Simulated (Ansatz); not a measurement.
# Cadmium, bcc under PBEsol: structure, energy and stiffness, part 2 of 2

What does PBEsol give for cadmium in the bcc structure? We relax it, solve it on a dense k-mesh, then scale the cell to 7 volumes from 88 to 112 % of the relaxed one and try a fit of the equation of state. Spin polarisation is left out. The k-meshes are 13×13×13 for the relaxation; 21×21×21 for the dense run; 14×14×14 for the volumes.

Ansatz 0.2.0; DFT, PBEsol, plane waves (420 eV) with PAW, scalar-relativistic. Earlier steps stand in the parts before.

### Step 6. The cell scaled to 96 % of its volume

This is Cd in the bcc structure; at room conditions it is hcp.

input.yaml reads:

```yaml
crystal:
  lattice:
    - [-1.7239814117, 1.7239814117, 1.7239814117]
    - [1.7239814117, -1.7239814117, 1.7239814117]
    - [1.7239814117, 1.7239814117, -1.7239814117]
  atoms:
    - { symbol: Cd, position: [0.0, 0.0, 0.0] }
hamiltonian:
  xc: pbesol
  pseudopotentials:
    kind: paw
    azcp:
      Cd: "pseudopotentials/Cd.paw.azcp"
basis:
  ecutwfc: 420
  fft_grid_basis: typed
kpoints:
  mp_grid: { grid: [14, 14, 14], shift: [0, 0, 0] }
magnetization:
  spin_polarized: false
scf:
  occupations: { method: fermi_dirac, width: 0.1 }
  lower_state_search: "off"
output:
  stress: true
```

The program printed, cut to the lines that bear on the results:

```text
Warning: <dir> the record states the generating functional pbe (its physics header spells it `PBE`), which answers neither for hamiltonian.xc's functional nor for the pbesol family's — results may be inconsistent (PPs are generated against a specific XC)
Warning: RAYON_NUM_THREADS=2 ignored (pool sized by the plan → 2); use --threads N
[...]
Pseudopotentials: kind: paw
Pseudopotential: Cd, paw, valence charge 20, recommended cutoff 420 eV (normal), <dir>
Functional definition: PBEsol
[...]
Crystal: 1 atoms, lattice volume = 20.495 Å³
Basis set: ecut = 420 eV, 381 PW (Γ)
Bands: 14, of which v1, the nominal top of the filled ones, is band 10 counted from 1 (9 counted from 0)
Symmetry: 48 space group operations
Space group: Im-3m (ITA 229), of the structure as read, at distance tolerance 2.7e-5 Å
k-points: 104 of 2744
[...]
SCF iter   1: F=—  HF=-8183.985551 eV  |F-HF|=—  |Δ(HF+E_count)|=         —  Δρ=5.74e-3  dr2=5.52e-3  ethr=1.77e-3  ⟨swp⟩=5.0  Hψ=7313  notcnv=0
[...]
SCF iter   6: F=-8183.983714 eV  HF=-8183.983714 eV  |F-HF|=2.88e-10  |Δ(HF+E_count)|=  6.59e-10  Δρ=2.37e-6  dr2=6.50e-10  ethr=2.15e-10  ⟨swp⟩=2.0  Hψ=4498  notcnv=0
[...]
SCF converged after 6 iterations
Free energy (F): -8183.983714 eV
[...]
E sigma→0 (E₀):  -8183.976997 eV
Entropy (-TS):   -0.013434 eV (-13.434 meV/atom)
Fermi energy:    15.585800 eV
[...]
--- Stress (GPa, compression-positive) ---
        2.354520       0.000000      -0.000000
       -0.000000       2.354520       0.000000
        0.000000      -0.000000       2.354520
  P = ⅓ Tr σ = 2.3545 GPa (23.545 kbar)
```

Run time: 0.78 s. Hardware: 2 threads of Arm Neoverse V2, shared host; peak memory 0.27 GiB.

### Step 7. The cell scaled to 100 % of its volume

Changes to input.yaml since step 6:

```diff
@@ -2,5 +2,5 @@
   lattice:
-    - [-1.7239814117, 1.7239814117, 1.7239814117]
-    - [1.7239814117, -1.7239814117, 1.7239814117]
-    - [1.7239814117, 1.7239814117, -1.7239814117]
+    - [-1.7476005304, 1.7476005304, 1.7476005304]
+    - [1.7476005304, -1.7476005304, 1.7476005304]
+    - [1.7476005304, 1.7476005304, -1.7476005304]
   atoms:
```

The program printed, cut to the lines that bear on the results:

```text
Warning: <dir> the record states the generating functional pbe (its physics header spells it `PBE`), which answers neither for hamiltonian.xc's functional nor for the pbesol family's — results may be inconsistent (PPs are generated against a specific XC)
Warning: RAYON_NUM_THREADS=2 ignored (pool sized by the plan → 2); use --threads N
[...]
[... 3 set-up lines as earlier in the session ...]
[...]
Crystal: 1 atoms, lattice volume = 21.349 Å³
Basis set: ecut = 420 eV, 429 PW (Γ)
Bands: 14, of which v1, the nominal top of the filled ones, is band 10 counted from 1 (9 counted from 0)
[... 2 set-up lines as earlier in the session ...]
k-points: 104 of 2744
[...]
SCF iter   1: F=—  HF=-8183.991297 eV  |F-HF|=—  |Δ(HF+E_count)|=         —  Δρ=5.55e-3  dr2=5.34e-3  ethr=1.77e-3  ⟨swp⟩=5.0  Hψ=7285  notcnv=0
[...]
SCF iter   6: F=-8183.989540 eV  HF=-8183.989540 eV  |F-HF|=2.87e-10  |Δ(HF+E_count)|=   1.24e-9  Δρ=2.40e-6  dr2=7.09e-10  ethr=1.98e-10  ⟨swp⟩=2.0  Hψ=4390  notcnv=0
[...]
SCF converged after 6 iterations
Free energy (F): -8183.989540 eV
[...]
E sigma→0 (E₀):  -8183.982680 eV
Entropy (-TS):   -0.013720 eV (-13.720 meV/atom)
Fermi energy:    14.743394 eV
[...]
--- Stress (GPa, compression-positive) ---
       -0.056285       0.000000       0.000000
        0.000000      -0.056285      -0.000000
        0.000000      -0.000000      -0.056285
  P = ⅓ Tr σ = -0.0563 GPa (-0.563 kbar)
```

Run time: 0.81 s. Hardware: 2 threads of Arm Neoverse V2, shared host; peak memory 0.28 GiB.

### Step 8. The cell scaled to 104 % of its volume

Changes to input.yaml since step 7:

```diff
@@ -2,5 +2,5 @@
   lattice:
-    - [-1.7476005304, 1.7476005304, 1.7476005304]
-    - [1.7476005304, -1.7476005304, 1.7476005304]
-    - [1.7476005304, 1.7476005304, -1.7476005304]
+    - [-1.7705979115, 1.7705979115, 1.7705979115]
+    - [1.7705979115, -1.7705979115, 1.7705979115]
+    - [1.7705979115, 1.7705979115, -1.7705979115]
   atoms:
```

The program printed, cut to the lines that bear on the results:

```text
Warning: <dir> the record states the generating functional pbe (its physics header spells it `PBE`), which answers neither for hamiltonian.xc's functional nor for the pbesol family's — results may be inconsistent (PPs are generated against a specific XC)
Warning: RAYON_NUM_THREADS=2 ignored (pool sized by the plan → 2); use --threads N
[...]
[... 3 set-up lines as earlier in the session ...]
[...]
Crystal: 1 atoms, lattice volume = 22.203 Å³
Basis set: ecut = 420 eV, 429 PW (Γ)
Bands: 14, of which v1, the nominal top of the filled ones, is band 10 counted from 1 (9 counted from 0)
[... 2 set-up lines as earlier in the session ...]
k-points: 104 of 2744
[...]
SCF iter   1: F=—  HF=-8183.985876 eV  |F-HF|=—  |Δ(HF+E_count)|=         —  Δρ=5.42e-3  dr2=5.23e-3  ethr=1.77e-3  ⟨swp⟩=5.0  Hψ=7322  notcnv=0
[...]
SCF iter   6: F=-8183.984167 eV  HF=-8183.984167 eV  |F-HF|=2.39e-10  |Δ(HF+E_count)|=  5.48e-10  Δρ=2.53e-6  dr2=8.65e-10  ethr=1.81e-10  ⟨swp⟩=2.0  Hψ=4385  notcnv=0
[...]
SCF converged after 6 iterations
Free energy (F): -8183.984167 eV
[...]
E sigma→0 (E₀):  -8183.977146 eV
Entropy (-TS):   -0.014043 eV (-14.043 meV/atom)
Fermi energy:    13.972779 eV
[...]
--- Stress (GPa, compression-positive) ---
       -1.872876       0.000000       0.000000
        0.000000      -1.872876      -0.000000
        0.000000      -0.000000      -1.872876
  P = ⅓ Tr σ = -1.8729 GPa (-18.729 kbar)
```

Wall time 0.84 s (2 threads of Arm Neoverse V2, shared host); peak memory 0.28 GiB.

### Step 9. The cell scaled to 108 % of its volume

Changes to input.yaml since step 8:

```diff
@@ -2,5 +2,5 @@
   lattice:
-    - [-1.7705979115, 1.7705979115, 1.7705979115]
-    - [1.7705979115, -1.7705979115, 1.7705979115]
-    - [1.7705979115, 1.7705979115, -1.7705979115]
+    - [-1.7930129228, 1.7930129228, 1.7930129228]
+    - [1.7930129228, -1.7930129228, 1.7930129228]
+    - [1.7930129228, 1.7930129228, -1.7930129228]
   atoms:
```

The program printed, cut to the lines that bear on the results:

```text
Warning: <dir> the record states the generating functional pbe (its physics header spells it `PBE`), which answers neither for hamiltonian.xc's functional nor for the pbesol family's — results may be inconsistent (PPs are generated against a specific XC)
Warning: RAYON_NUM_THREADS=2 ignored (pool sized by the plan → 2); use --threads N
[...]
[... 3 set-up lines as earlier in the session ...]
[...]
Crystal: 1 atoms, lattice volume = 23.057 Å³
Basis set: ecut = 420 eV, 429 PW (Γ)
Bands: 14, of which v1, the nominal top of the filled ones, is band 10 counted from 1 (9 counted from 0)
[... 2 set-up lines as earlier in the session ...]
k-points: 104 of 2744
[...]
SCF iter   1: F=—  HF=-8183.972054 eV  |F-HF|=—  |Δ(HF+E_count)|=         —  Δρ=5.29e-3  dr2=5.14e-3  ethr=1.77e-3  ⟨swp⟩=5.1  Hψ=7319  notcnv=0
[...]
SCF iter   6: F=-8183.970400 eV  HF=-8183.970400 eV  |F-HF|=1.55e-10  |Δ(HF+E_count)|=  2.48e-10  Δρ=2.63e-6  dr2=1.09e-9  ethr=1.58e-10  ⟨swp⟩=2.0  Hψ=4090  notcnv=0
[...]
SCF converged after 6 iterations
Free energy (F): -8183.970400 eV
[...]
E sigma→0 (E₀):  -8183.963252 eV
Entropy (-TS):   -0.014297 eV (-14.297 meV/atom)
Fermi energy:    13.265426 eV
[...]
--- Stress (GPa, compression-positive) ---
       -3.227823       0.000000      -0.000000
        0.000000      -3.227823      -0.000000
        0.000000      -0.000000      -3.227823
  P = ⅓ Tr σ = -3.2278 GPa (-32.278 kbar)
```

Run time: 0.85 s. Hardware: 2 threads of Arm Neoverse V2, shared host; peak memory 0.28 GiB.

### Step 10. The cell scaled to 112 % of its volume

Changes to input.yaml since step 9:

```diff
@@ -2,5 +2,5 @@
   lattice:
-    - [-1.7930129228, 1.7930129228, 1.7930129228]
-    - [1.7930129228, -1.7930129228, 1.7930129228]
-    - [1.7930129228, 1.7930129228, -1.7930129228]
+    - [-1.8148810893, 1.8148810893, 1.8148810893]
+    - [1.8148810893, -1.8148810893, 1.8148810893]
+    - [1.8148810893, 1.8148810893, -1.8148810893]
   atoms:
@@ -25 +25,5 @@
   stress: true
+  write_density: true
+  write_potential: true
+  elf: true
+  volumetric_format: npy
```

The program printed, cut to the lines that bear on the results:

```text
Warning: <dir> the record states the generating functional pbe (its physics header spells it `PBE`), which answers neither for hamiltonian.xc's functional nor for the pbesol family's — results may be inconsistent (PPs are generated against a specific XC)
Warning: RAYON_NUM_THREADS=2 ignored (pool sized by the plan → 2); use --threads N
[...]
[... 3 set-up lines as earlier in the session ...]
[...]
Crystal: 1 atoms, lattice volume = 23.911 Å³
Basis set: ecut = 420 eV, 459 PW (Γ)
Bands: 14, of which v1, the nominal top of the filled ones, is band 10 counted from 1 (9 counted from 0)
[... 1 set-up line as earlier in the session ...]
Space group: Im-3m (ITA 229), of the structure as read, at distance tolerance 2.9e-5 Å
k-points: 104 of 2744
[...]
SCF iter   1: F=—  HF=-8183.951980 eV  |F-HF|=—  |Δ(HF+E_count)|=         —  Δρ=5.13e-3  dr2=4.98e-3  ethr=1.77e-3  ⟨swp⟩=5.2  Hψ=7334  notcnv=0
[...]
SCF iter   6: F=-8183.950398 eV  HF=-8183.950398 eV  |F-HF|=1.20e-10  |Δ(HF+E_count)|=   1.03e-9  Δρ=2.53e-6  dr2=1.19e-9  ethr=1.34e-10  ⟨swp⟩=4.1  Hψ=6739  notcnv=0
[...]
SCF converged after 6 iterations
Free energy (F): -8183.950398 eV
[...]
E sigma→0 (E₀):  -8183.943187 eV
Entropy (-TS):   -0.014423 eV (-14.423 meV/atom)
Fermi energy:    12.613663 eV
[...]
--- Stress (GPa, compression-positive) ---
       -4.224851      -0.000000       0.000000
        0.000000      -4.224851      -0.000000
       -0.000000       0.000000      -4.224851
  P = ⅓ Tr σ = -4.2249 GPa (-42.249 kbar)
--- Band table (eV; the first three rows and the last of 104) ---
  k-point 0: bands = ["-90.0229", "-51.0920", "-51.0920", "-51.0920", "3.7169", "3.7169", "3.7169", "4.2640", "4.2640", "4.4621", "27.1348", "27.1348", "27.1348", "27.7474"]
[...]
```

Wall time 1.1 s (2 threads of Arm Neoverse V2, shared host); peak memory 0.28 GiB.

### Step 11. The equation of state

All volumes keep the relaxed shape and fractional coordinates.

| V (Å³/atom) | E − E₀ (meV/atom) | P from the stress (GPa) | P from the fit (GPa) |
| --- | --- | --- | --- |
| 18.788 | 66.1 | 9.70 | 9.69 |
| 19.641 | 26.2 | 5.53 | 5.50 |
| 20.495 | 5.7 | 2.35 | 2.32 |
| 21.349 | 0.0 | -0.06 | -0.08 |
| 22.203 | 5.5 | -1.87 | -1.89 |
| 23.057 | 19.4 | -3.23 | -3.25 |
| 23.911 | 39.5 | -4.22 | -4.25 |

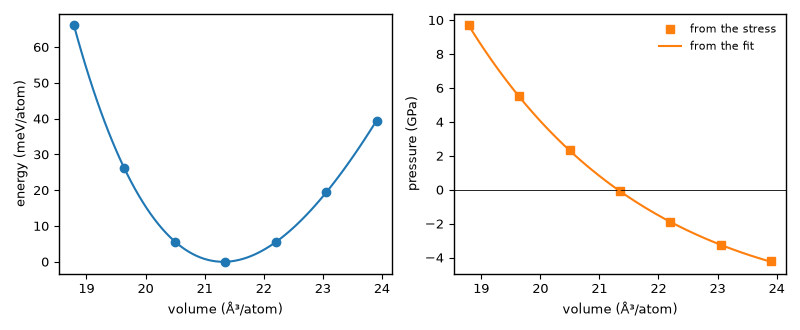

Energy and pressure against volume; the lines are the Birch-Murnaghan fit.

Fit (Birch-Murnaghan, third order): V₀ = 21.316 Å³/atom, B₀ = 53 GPa, B₀′ = 6.1, largest residual 0.04 meV/atom.

### Step 12. What came out

This closing draws on all 2 parts.

```
                      quantity                         value
space group (spins left aside)               Im-3m (No. 229)
             conventional cell                   a = 3.495 Å
                        volume                21.349 Å³/atom
             shortest distance                       3.027 Å
               gap on the mesh  none (levels filled in part)
               relative to hcp                  +73 meV/atom
                   V₀, B₀, B₀′   21.316 Å³/atom, 53 GPa, 6.1
```

From the guessed start the volume shrank by 1.1 % in 3 steps. It lies 73 meV/atom above the element's reference form at the same level (hcp, from a run of its own). No gap shows: it is a metal or semimetal at this level. B₀ comes out at 53 GPa. The symmetry was held, so the structure may be unstable against distortions that break it.
